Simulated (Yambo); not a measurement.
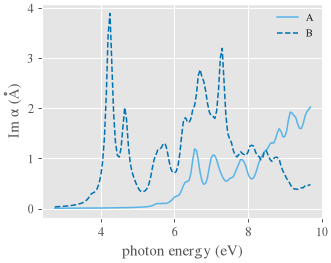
Two computed absorption spectra of a free-standing CdClOH monolayer (symmetry P3m1, slab cell 16.5 Å high) under biaxial strain of +1.5 % in the plane (Yambo, PBEsol bands with the same scissor, field along x)

Which curve includes the electron-hole attraction (BSE), and where are its main peaks?

Curve B: the attraction moves weight to lower energy (centre of the plotted range 6.5 eV against 8.2 eV). Its peaks lie at 4.2 eV, 4.7 eV, 6.7 eV, 7.3 eV. Settings: 12×12×1 mesh, 8 valence and 5 conduction bands, static screening with 54 bands and a 3 Ry block, scissor 2.75 eV, Tamm-Dancoff, stochastic integration of W near q = 0. The scissor comes from a G0W0 run whose convergence isn't established. Broadening 0.1 eV. The band window holds all transitions up to 11.8 eV. Fine structure above the onset can come from the mesh.

Spin-orbit coupling is not included.

Geometry strained from the cell relaxed with PBEsol, atoms relaxed again; primitive cell a = 3.7007 Å, b = 3.7007 Å, c = 16.5000 Å, α = 90.00°, β = 90.00°, γ = 120.00°.

This is a model layer cut from the bulk structure; whether it is stable on its own was not checked.
